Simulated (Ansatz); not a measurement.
# C2H6B (SMILES [BH]CC) at U-r2SCAN/def2-SVPD

What is the electronic atomisation energy of C2H6B at U-r2SCAN/def2-SVPD? 

The calculation is run with Ansatz 0.2.0.

36 further runs of the same task are left out: 36 set aside as unsound or not needed.

**1. Starting point**

The species is C2H6B (9 atoms), meant as a doublet with charge 0. As SMILES, `[BH]CC`. The shape is that of a PBE0-D4/def2-TZVP optimisation. This is one conformer, not always the lowest.

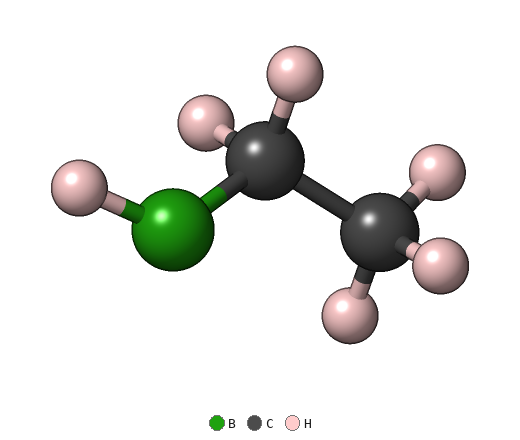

Viewed from a chosen angle; boron green, carbon dark grey, hydrogen pink.

**2. The energy at U-r2SCAN/def2-SVPD**

Contents of in.yaml:

```yaml
crystal:
  periodic: [false, false, false]
  atoms:
    - symbol: B
      position_ang: [-1.415300, 0.517300, -0.623600]
    - symbol: C
      position_ang: [0.077500, 0.346900, -0.300600]
    - symbol: C
      position_ang: [0.504700, -0.731500, 0.688600]
    - symbol: H
      position_ang: [-1.915600, 1.307200, -1.370300]
    - symbol: H
      position_ang: [0.580700, 0.211000, -1.273200]
    - symbol: H
      position_ang: [0.428600, 1.341200, 0.024500]
    - symbol: H
      position_ang: [1.588300, -0.746200, 0.828800]
    - symbol: H
      position_ang: [0.197300, -1.721000, 0.344100]
    - symbol: H
      position_ang: [0.042200, -0.571000, 1.664600]
basis:
  gaussian:
    orbitals: def2-SVPD
hamiltonian:
  xc: {name: r2SCAN}
output: {orbitals: {seedname: orbitals}}
accuracy: high
magnetization:
  spin_polarized: true
  initial_magnetization: 1
```

On the command line:

```console
$ ansatz run in.yaml --threads 1 --pin off --max-ram 3480MiB --events-out events.jsonl --progress --plain --runs-dir runs
```

What it wrote:

```text
Warning: RAYON_NUM_THREADS=1 ignored (pool sized by the plan → 1); use --threads N
Functional definition: r2SCAN
  name "r2SCAN"
  parameter k0 = 0.174
  parameter k1 = 0.065
  parameter a1 = 4.9479
  exchange = r2scan_x(k0 = k0, k1 = k1, a1 = a1)
  correlation = r2scan_c
2220 factors; integrals over basis functions are off by at most 3.1e-9 eV
mean field evaluation 1: about -2834.5648 eV, gradient 3.8e1 eV
mean field evaluation 2: about -2828.1825 eV, gradient 5.0e1 eV
mean field evaluation 4: about -2841.7183 eV, gradient 1.1e0 eV
mean field evaluation 8: about -2841.7280 eV, gradient 3.4e-2 eV
mean field evaluation 16: about -2841.7280 eV, gradient 1.0e-5 eV
mean field -2841.72796809 eV, -104.4315766349 hartree, gradient 3.3e-8 eV, S^2 0.753005; 0 other end points of the search recorded, 0 dependent functions left out
reference -2841.72797145 eV, -104.4315767585 hartree; 12, 11 occupied and 96, 97 virtual orbitals, 2220 factors
Total energy: -2841.72797145 eV, -104.4315767585 hartree
```

It took 17 s on 1 thread of Intel Xeon Platinum 8259CL at 2.50GHz (Skylake/Cascade Lake), shared host; peak memory 0.49 GiB.

**3. The B atom, same level**

Contents of run.yaml:

```yaml
crystal:
  periodic: [false, false, false]
  atoms:
    - {symbol: B, position_ang: [0.000000, 0.000000, 0.000000]}
basis:
  gaussian:
    orbitals: def2-SVPD
magnetization:
  spin_polarized: true
  initial_magnetization: 1
hamiltonian:
  xc: r2scan
accuracy: high
```

Run the same way, it converges to -24.60769 Eh (log not shown).

**4. The C atom, same level**

Contents of molecule.yaml:

```yaml
basis:
  gaussian:
    orbitals: def2-SVPD
crystal:
  periodic: [false, false, false]
  atoms:
    - {symbol: C, position_ang: [0.000000, 0.000000, 0.000000]}
magnetization:
  spin_polarized: true
  initial_magnetization: 2
hamiltonian:
  xc: r2scan
accuracy: high
```

Run the same way, it converges to -37.78828 Eh (log not shown).

**5. The H atom at the same level**

Contents of run.yaml:

```yaml
crystal:
  periodic: [false, false, false]
  atoms:
    - symbol: H
      position_ang: [0.000000, 0.000000, 0.000000]
basis:
  gaussian: {orbitals: def2-SVPD}
magnetization: {spin_polarized: true, initial_magnetization: 1}
hamiltonian: {xc: {name: r2SCAN}}
accuracy: high
```

Run the same way, it converges to -0.49921 Eh (log not shown).

**6. What came out**

At U-r2SCAN/def2-SVPD:

```
                                    quantity          value
                      molecule: total energy  -104.43158 Eh
molecule: HOMO energy (highest over α and β)       -4.59 eV
 molecule: LUMO energy (lowest over α and β)       -2.24 eV
                              molecule: ⟨S²⟩          0.753
                        B atom: total energy   -24.60769 Eh
                                B atom: ⟨S²⟩          0.757
                        C atom: total energy   -37.78828 Eh
                                C atom: ⟨S²⟩          2.006
                        H atom: total energy    -0.49921 Eh
                                H atom: ⟨S²⟩          0.750
               electronic atomisation energy      34.071 eV
```

Taking the molecule apart into free atoms costs 34.07 eV (786 kcal/mol), before zero-point energy and without spin-orbit coupling.
